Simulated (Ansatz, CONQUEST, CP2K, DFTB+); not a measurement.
# Ge/Sn superlattice along [001] (80 atoms) in DFTB+, part 2 of 2

Wanted: DFTB+ inputs and outputs for Ge/Sn superlattice along [001] (80 atoms), checked against a plane-wave reference.

Program: DFTB+ 25.1; the method stands at each step. Banners, paths, timers and routine set-up lines are dropped from the logs unmarked, and long logs keep their key lines alone; longer cuts are marked.

So far: Starting point; GFN1-xTB.

## (2) GFN1-xTB (continued)

Level of this step: GFN1-xTB tight binding, diagonalisation (DFTB+).

Local excerpt of 13 atoms (numbers count through the whole input) about Ge6, whose charge lies farthest from its element's mean; x, y, z are measured from there.

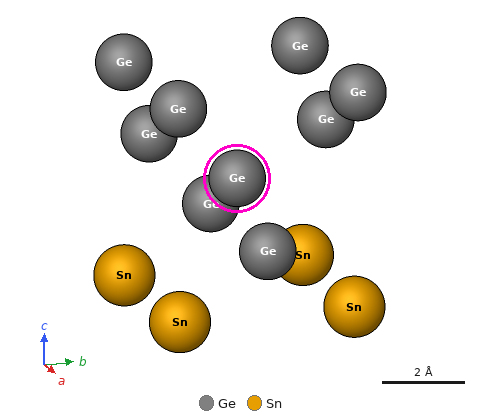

The atoms of the table, within 4.4 Å (arrows a, b, c point along x, y, z); some may hide others; the central atom is ringed.

```csv
atom,x,y,z,distance (Å),bonds,Mulliken charge (e),Fx,Fy,Fz (eV/Å)
Ge6,0.00,0.00,0.00,0.00,4,0.03,0.11,0.01,-0.21
Ge5,-2.27,0.02,-1.23,2.59,4,-0.12,0.04,0.11,-0.15
Ge17,0.01,2.28,1.33,2.64,4,0.03,-0.01,0.08,0.15
Ge9,0.10,-2.30,1.35,2.67,4,0.01,-0.04,0.04,0.19
Ge7,2.38,0.06,-1.25,2.69,4,-0.12,-0.04,-0.11,-0.10
Ge12,-2.21,-2.25,2.57,4.07,4,-0.09,0.03,-0.23,-1.04
Ge10,2.40,-2.25,2.58,4.18,4,-0.09,0.00,0.03,-0.42
Ge20,-2.30,2.33,2.61,4.19,4,-0.11,0.08,0.24,-0.54
Sn80,-2.23,2.38,-2.73,4.25,4,0.06,-0.01,-0.35,-0.02
Sn76,-2.21,-2.23,-2.87,4.26,4,0.06,-0.35,-0.09,0.49
Ge18,2.37,2.39,2.62,4.26,4,-0.09,-0.06,-0.81,-1.23
Sn78,2.36,2.30,-2.85,4.36,4,0.06,-0.29,0.19,0.70
Sn74,2.46,-2.23,-2.86,4.38,4,0.07,-1.73,-0.16,1.20
```

Forces lie 31 % from the reference's, at 0.17 times its CPU time (on 1 against 4 cores).

## (3) IPEA1-xTB

Method: IPEA1-xTB tight binding, diagonalisation.

The input, dftb_in.hsd:

```
Geometry = GenFormat {
  <<< geo.gen
}
Driver = {}
Hamiltonian = xTB {
  Method = "IPEA1-xTB"
  SccTolerance = 1e-06
  MaxSccIterations = 300
  Mixer = Broyden { MixingParameter = 0.05 }
  Filling = Fermi { Temperature [K] = 580 }
  KPointsAndWeights = { 0.0 0.0 0.0 1.0 }
}
Analysis {
  PrintForces = Yes
  MullikenAnalysis = Yes
}
ParserOptions { ParserVersion = 14 }
```

The input, geo.gen:

```
80 F
Ge Sn
[... 84 atom lines left out: the same atoms as in the first run ...]
```

The run is started by

```bash
OMP_NUM_THREADS=1 dftb+ > output.txt
```

The program printed:

```text
Reading input file 'dftb_in.hsd'
Parser version: 14
--------------------------------------------------------------------------------
Processed input in HSD format written to 'dftb_pin.hsd'
Starting initialization...
[... lines left out ...]
WARNING!
[... lines left out ...]
 iSCC Total electronic   Diff electronic      SCC error
[... lines left out ...]
>> Charges saved for restart in charges.bin
[...]
>> Charges saved for restart in charges.bin
[...]
58   -0.19782534E+03    0.15422501E-07    0.14540729E-05
>> Charges saved for restart in charges.bin
   59   -0.19782534E+03    0.75536661E-08    0.69999123E-06
Total Energy:                     -197.6412970684 H        -5378.0933 eV
Extrapolated to 0K:               -197.6478124877 H        -5378.2706 eV
Total Mermin free energy:         -197.6543279070 H        -5378.4479 eV
Force related energy:             -197.6543279070 H        -5378.4479 eV
Volume:                              0.176783E+05 au^3   0.261965E+04 A^3
Pressure:                            0.283301E-03 au     0.833499E+10 Pa
```

detailed.out:

```text
Fermi distribution function
Calculation with static geometry
********************************************************************************
 iSCC Total electronic   Diff electronic      SCC error
   59   -0.19782534E+03    0.75536661E-08    0.69999123E-06
[... lines left out ...]
Fermi level:                        -0.3545581065 H           -9.6480 eV
[... lines left out ...]
Band free energy (E-TS):          -202.1155451649 H        -5499.8438 eV
[... lines left out ...]
Total energy:                     -197.6412970684 H        -5378.0933 eV
[... lines left out ...]
Total Mermin free energy:         -197.6543279070 H        -5378.4479 eV
[... lines left out ...]
SCC converged
Total Forces
[... lines left out ...]
      0.000462051650      0.000002704166      0.000008680779
      0.000002704166      0.000430705962     -0.000001233738
      0.000008680779     -0.000001233738     -0.000042855233
Total lattice derivs
     -0.471019181711     -0.002756648513     -0.008849255978
     -0.002756648513     -0.439065134677      0.001257682552
     -0.002610608418      0.000371027425      0.012888040881
Maximal derivative component:        0.486317E-01 au
Volume:                              0.176783E+05 au^3
Pressure:                            0.283301E-03 au     0.833499E+10 Pa
Warning: dipole moment is not defined absolutely!
Dipole moment:   -1.28161431    6.67688170   58.12878072 au
Dipole moment:   -3.25753891   16.97094186  147.74863510 Debye
```

It took 28 s on 1 thread of Intel Xeon 6975P-C (Granite Rapids), shared host; peak memory 0.73 GiB.

Against the reference:

| Item | Value |
| --- | --- |
| r.m.s. force component | 0.7602 eV/Å |
| r.m.s. difference of force components | 347.9 meV/Å |
| longest difference of force vectors | 1553 meV/Å |
| force difference over r.m.s. force | 66.62 % |
| slope of forces against the reference's | 1.338 |
| correlation of force components | 0.9189 |
| pressure | 8.335 GPa |
| pressure difference | 3.774 GPa |

Against the first run (31 %), the force difference from the reference is 67 %, at 1.2 times the CPU time.

## (4) All runs compared

Differences are against the plane-wave reference, forces as r.m.s. over components; share is that over the reference's r.m.s. force, slope the least-squares factor from reference forces to these. Total energies of different programs have different zeros and aren't compared.

```csv
run,"Δ force, r.m.s. (meV/Å)",share (%),slope,Δ pressure (GPa),cores,CPU time,memory (GiB)
reference,-,-,-,-,4,2.3 min,4.5
DFTB+ GFN1-xTB,163,31.1,1.217,-2.95,1,24 s,0.73
DFTB+ IPEA1-xTB,348,66.6,1.338,3.77,1,28 s,0.73
```

CPU time is summed over cores on a shared host, where runs went side by side, so it is rough. Symmetry, cutoffs, thresholds, outputs and thread counts weren't matched or tuned between programs; memory under MPI is the largest rank's times the ranks.

Mean charges by element (e), by run and scheme:

```csv
run,scheme,Ge,Sn
reference,Löwdin,-0.06,+0.05
DFTB+ GFN1-xTB,Mulliken,-0.05,+0.01
DFTB+ IPEA1-xTB,Mulliken,-0.17,+0.04
```

The reference's Löwdin charges lack the electrons that the projection spills, 0.025 e an atom on average.

## (5) What came out

```
nearest in forces : DFTB+ GFN1-xTB, 31 %
its CPU time      : 24 s
```

Tight binding differs by 31 % (DFTB+ GFN1-xTB) to 67 % (DFTB+ IPEA1-xTB); it is another model, with fitted parameters of its own, and the xTB methods hold dispersion. IPEA1-xTB was fitted to ionisation energies and electron affinities, not to forces or charges. Of the electronic-structure runs that take under half the reference's CPU time, DFTB+ GFN1-xTB comes nearest, at 31 % in 24 s against 2.3 min; its pressure misses by -2.9 GPa. Charges hang on model, scheme and program or settings: among these rows the mean for Ge runs from -0.17 to -0.05 e. Periodic xTB results under one method name differ between programs and library versions (DFTB+ here holds tblite 0.3). The reference's stress is far from hydrostatic: its diagonal is 6.4, 6.1, 1.2 GPa, compression counted positive. The host structure and its lattice constant were typed by rule, without a check against the phase diagram. The reference's pressure of 4.6 GPa belongs to a cell and atoms that aren't relaxed at this level. The electronic-structure runs sample only Γ, in a cell whose shortest periodic width is 9 Å, which is coarse for a cell with partly filled levels.

[Also dropped from logs without a mark: logging warnings of Python, and SIESTA's first energy breakdown and zero terms.]

[Logs are printed without paths, hosts, clocks, repeated set-up lines and the standing remarks that a program may print on its own settings, such as how far it seeks lower states.]

[Hosts, paths, dates, database ids (printed as entryN), source tags and the programs' standing remarks are cut or masked in the printed files.]
